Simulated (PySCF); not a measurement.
**UCCSDT/STO-3G run of SiHF2 (SMILES F[SiH]F)**

What is the vertical ionisation energy of SiHF2 at UCCSDT/STO-3G? Input form: a Python script.

Program for the calculation: PySCF 2.14.0.

4 further runs of the same task are left out: 4 set aside as unsound or not needed.

### Step 1. Starting point

SiHF2 has 4 atoms, charge 0, and is taken as a doublet. As SMILES, `F[SiH]F`. The coordinates come from a GFN2-xTB relaxation.

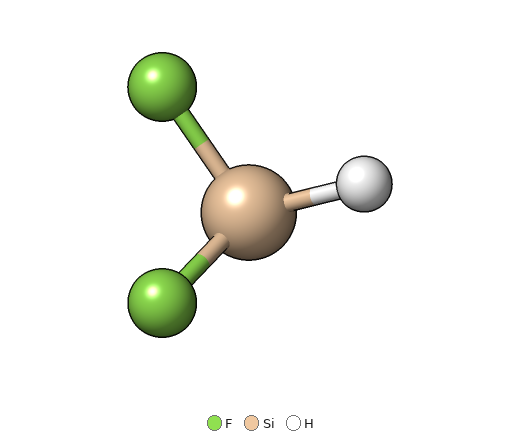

The structure, seen from a chosen angle (fluorine green, silicon light orange, hydrogen white).

### Step 2. A single-point energy at UCCSDT/STO-3G

The input, run.py:

```python
from pyscf import gto, cc

mol = gto.M(
    atom=[
    ('F', (1.226950, 0.652980, -0.410280)),
    ('Si', (-0.028060, -0.342890, -0.301090)),
    ('F', (-1.234200, 0.716240, -0.252780)),
    ('H', (0.035310, -1.026330, 0.964150)),
],
    verbose=4,
    max_memory=1860,
    charge=0,
    spin=1,
    basis='sto-3g',
)

mf = mol.UHF()
mf.conv_tol = 1e-10
mf.kernel()
if not mf.converged:
    mf = mf.newton().run(mf.mo_coeff, mf.mo_occ)

mycc = cc.CCSDT(mf, frozen=7)
mycc.kernel()
e_tot = mycc.e_tot
print('E(%s) = %.9f' % ('CCSDT', e_tot))
```

On the command line:

```
$ OMP_NUM_THREADS=1 python run.py
```

Standard output:

```text
PySCF version 2.14.0

[INPUT] num. atoms = 4
[INPUT] num. electrons = 33
[INPUT] charge = 0
[INPUT] spin (= nelec alpha-beta = 2S) = 1
[INPUT] symmetry False subgroup None
[INPUT] Mole.unit = angstrom
[INPUT] Symbol           X                Y                Z      unit          X                Y                Z       unit  Magmom
[INPUT]  1 F      1.226950000000   0.652980000000  -0.410280000000 AA    2.318599468535   1.233953364818  -0.775316834387 Bohr   0.0
[INPUT]  2 Si    -0.028060000000  -0.342890000000  -0.301090000000 AA   -0.053025715055  -0.647968190852  -0.568977638845 Bohr   0.0
[INPUT]  3 F     -1.234200000000   0.716240000000  -0.252780000000 AA   -2.332299982938   1.353497439458  -0.477684969768 Bohr   0.0
[INPUT]  4 H      0.035310000000  -1.026330000000   0.964150000000 AA    0.066726229458  -1.939482613425   1.821979442999 Bohr   0.0

nuclear repulsion = 109.410123102376
number of shells = 12
number of NR pGTOs = 60
number of NR cGTOs = 20
basis = sto-3g
ecp = {}

[... 69 lines left out ...]
converged SCF energy = -482.238454746557  <S^2> = 0.75454879  2S+1 = 2.0045436
[... 17 lines left out ...]
WARN: A large `blksize_v_aaa` is being used, which may cause large memory consumption
[... 3 lines left out ...]
WARN: A large `blksize_v_aab` is being used, which may cause large memory consumption
[... 10 lines left out ...]
Init t2, MP2 energy = -0.0588488104278291
[... 19 lines left out ...]
UCCSDT converged
[... 3 lines left out ...]
E(CCSDT) = -482.319479449
```

Wall time 2.6 s (1 thread of Arm Neoverse V1, shared host); peak memory 0.12 GiB.

### Step 3. The singlet cation at the same level

The input, run.py:

```python
from pyscf import gto, scf, cc

mol = gto.M(
    atom='''
F      2.318599     1.233953    -0.775317
Si    -0.053026    -0.647968    -0.568978
F     -2.332300     1.353497    -0.477685
H      0.066726    -1.939483     1.821979
''',
    basis='sto-3g',
    charge=1,
    unit='bohr',
    verbose=3,
    max_memory=1860,
)

mf = scf.RHF(mol)
mf.conv_tol = 1e-10
mf.kernel()
if not mf.converged:
    mf = mf.newton().run(mf.mo_coeff, mf.mo_occ)

mycc = cc.CCSDT(mf, frozen=7)
mycc.kernel()
e_tot = mycc.e_tot
print('E(%s) = %.9f' % ('CCSDT', e_tot))
```

On the command line:

```
$ OMP_NUM_THREADS=1 python run.py
```

Standard output:

```text
converged SCF energy = -481.999368994569
_make_eris_incore_RCCSDT

WARN: A large `blksize` is being used, which may cause large memory consumption
      for storing contraction intermediates. If memory is sufficient, consider using
      `pyscf.cc.rccsdt_highm.RCCSDT` instead.

RCCSDT converged
E(RCCSDT) = -482.1356249219044   E_corr = -0.1362559273354401
E_corr(same-spin) = -0.0246030571681525
E_corr(oppo-spin) = -0.111652870167288
E(CCSDT) = -482.135624922
```

Wall time 1.9 s (1 thread of Arm Neoverse V1, shared host); peak memory 0.1 GiB.

### Step 4. What came out

At UCCSDT/STO-3G, 7 core orbitals frozen:

```
                                                                 quantity          value
                                              doublet SiHF2: total energy  -482.31948 Eh
                      doublet SiHF2: dipole moment (Hartree–Fock density)         1.97 D
doublet SiHF2: HOMO energy (Hartree–Fock orbitals) (highest over α and β)       -6.83 eV
 doublet SiHF2: LUMO energy (Hartree–Fock orbitals) (lowest over α and β)        5.38 eV
               doublet SiHF2: correlation energy (7 core orbitals frozen)      -81.0 mEh
                         doublet SiHF2: ⟨S²⟩ of the reference determinant          0.755
                                             doublet SiHF2: T1 diagnostic          0.016
                                             singlet cation: total energy  -482.13562 Eh
                      singlet cation: HOMO energy (Hartree–Fock orbitals)      -19.79 eV
                      singlet cation: LUMO energy (Hartree–Fock orbitals)       -6.09 eV
                    singlet cation: HOMO–LUMO gap (Hartree–Fock orbitals)       13.70 eV
              singlet cation: correlation energy (7 core orbitals frozen)     -136.3 mEh
                                            singlet cation: T1 diagnostic          0.034
                       vertical ionisation energy (to the singlet cation)       5.003 eV
```

What this shows: The vertical ionisation energy comes to 5.00 eV (483 kJ/mol). Only the singlet of the ionised species was computed; a triplet could lie lower. In a minimal basis such a difference can be off by several eV, whatever the method. Mulliken charges (doublet SiHF2) of the mean-field density run from -0.33 on F1 to +0.84 on Si2. The T1 diagnostic (singlet cation) of 0.034 is above the customary mark for such species, so a single reference may not serve.
